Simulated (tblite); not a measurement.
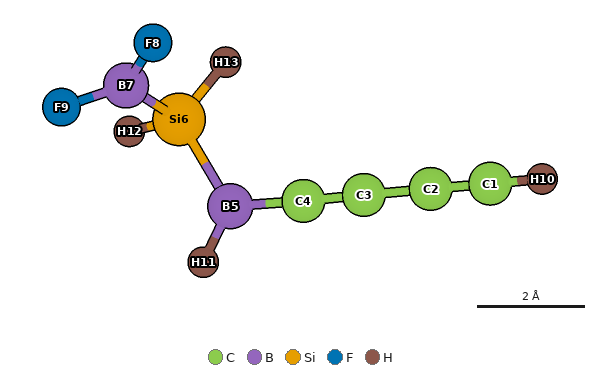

The structure as given in the input (ball-and-stick view, seen at a tilt; atoms are numbered from 1 in the order of the input).

Frequency calculation of C4H4B2F2Si

C4H4B2F2Si, computed with GFN2-xTB harmonic vibrations, gas phase (tblite 0.8.0).

It belongs to a series of runs on one base structure; here: C replaced by Si.

Log:
```
mode    cm-1     km/mol
  1      16.1      0.19
  2      23.5      0.00
  3      67.7      0.38
  4      74.6      1.64
  5     135.6      1.10
  6     164.9      0.69
  7     187.0      2.97
  8     269.5      0.23
  9     323.0     11.34
 10     355.8     33.32
 11     373.0      9.23
 12     376.6      5.55
 13     429.7      0.53
 14     437.4     46.57
 15     561.2      6.05
 16     572.3      5.44
 17     597.7     63.51
 18     615.5     15.24
 19     642.8      7.12
 20     652.7     10.74
 21     675.7     69.29
 22     762.7      4.17
 23     836.2    275.65
 24     967.2     20.97
 25    1203.5    431.00
 26    1205.0    268.42
 27    1241.8      8.59
 28    2163.2      6.45
 29    2165.0    490.77
 30    2174.1    221.76
 31    2223.0     31.57
 32    2609.7    114.83
 33    3400.7     16.06
```

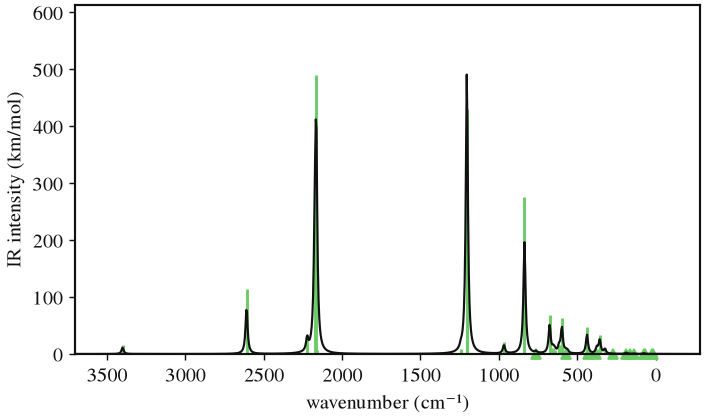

Harmonic infrared spectrum, unscaled: sticks (degenerate modes added up, dark ones marked on the axis) with a Lorentzian envelope of 16 cm⁻¹ full width, scaled to the tallest stick. 33 modes from 16 to 3401 cm⁻¹, none imaginary. The strongest line is at 2165 cm⁻¹ (491 km/mol).

This output came from the following input.

The input:
```
{"job": {"kind": "ir", "xc": "GFN2-xTB", "basis": "xTB"}, "charge": 0, "multiplicity": 1}
C      4.011110     1.146355     1.433554
C      3.048120     0.521186     1.059378
C      1.969251    -0.180163     0.645815
C      0.995725    -0.821774     0.277983
B     -0.192262    -1.568717    -0.186238
Si    -1.529108    -0.668276    -1.325026
B     -2.900890     0.114619    -0.122619
F     -2.808833     1.317476     0.421637
F     -3.964914    -0.539703     0.315535
H      4.847392     1.690417     1.756140
H     -0.336325    -2.676747     0.172482
H     -2.176451    -1.587965    -2.282072
H     -0.967203     0.392530    -2.184294
```

The first line tells a small driver script what to run in tblite; the rest is the geometry in Å.

Launch command:
```bash
OMP_NUM_THREADS=1 python <driver script> task.json out
```

Results in brief:

- outcome: converged
- total energy: −658.4223 eV
- zero-point energy: 40.7490 kcal/mol
- hardware: 1 CPU thread, shared host
- wall time: 0.76 s
- peak memory: 0.18 GiB
